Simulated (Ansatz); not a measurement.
# How thick a slab does the work function of Ag need?

Slabs of Ag from 1 to 13 layers are run on 3 faces. From which thickness on does the work function stay within 0.05 eV of the thickest slab's, and does that depend on the face?

**Method.** Ansatz 0.2.0, plane waves with PAW datasets (its set soft_2), PBE; symmetric slabs at bulk places and the tabulated experimental lattice constant, 18 Å of vacuum, one k-mesh a face (spacing 0.16 Å⁻¹, 2π included), Fermi-Dirac smearing of 0.1 eV.

The runs side by side:

| layers | Ag(100) (eV) | Ag(110) (eV) | Ag(111) (eV) |
| --- | --- | --- | --- |
| 1 | 4.734 | 4.923 | 4.516 |
| 2 | 4.475 | 4.082 | 4.558 |
| 3 | 4.345 | 4.274 | 4.523 |
| 4 | 4.228 | 4.161 | 4.508 |
| 5 | 4.227 | 4.183 | 4.474 |
| 6 | 4.268 | 4.195 | 4.444 |
| 7 | 4.296 | 4.120 | 4.450 |
| 8 | 4.287 | 4.195 | 4.422 |
| 10 | 4.269 | 4.198 | 4.421 |
| 13 | 4.271 | 4.112 | 4.427 |

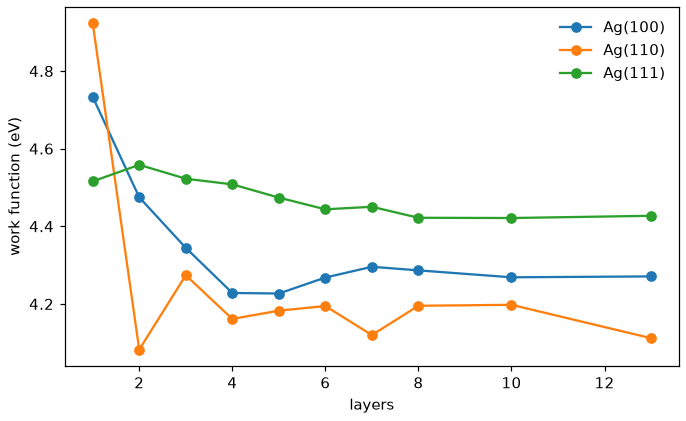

Work function against thickness.

**Answer.** Within 0.05 eV of the 13-layer value: Ag(100) from 4 layers on, Ag(110) not before the last slab and Ag(111) from 5 layers on. In length between the outer atoms these thicknesses are 6.1 Å, 17.4 Å or more and 9.4 Å; the faces differ a good deal. From four layers on the values span 0.069 to 0.087 eV. Thirteen layers cost about 8 to 10 times the CPU time of four.

**Limits.** The 13-layer slab is the reference and is itself not proved converged. Thicknesses missing from the table have no sound run at this vacuum, and where values alternate they could fall outside the band. The smearing damps swings with thickness. The slabs are unrelaxed and unreconstructed, and the CPU ratio is rough.
